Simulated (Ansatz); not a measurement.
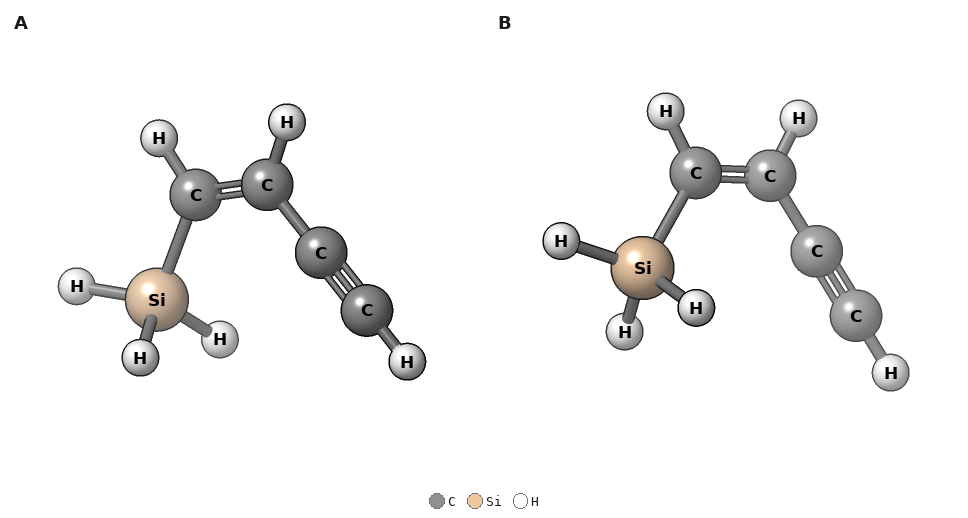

Atoms fade into the background with distance from the viewer. The geometry was computed by an optimisation with PBE0-D4/def2-TZVP. No frequency run is at hand to confirm it as a minimum.

Q: Can A be turned into B by a rotation alone?

A: Yes. They are the same structure, C4H6Si (C#C/C=C\[SiH3]), seen from two directions. With point group Cs it is achiral, so its mirror image would be the same too.
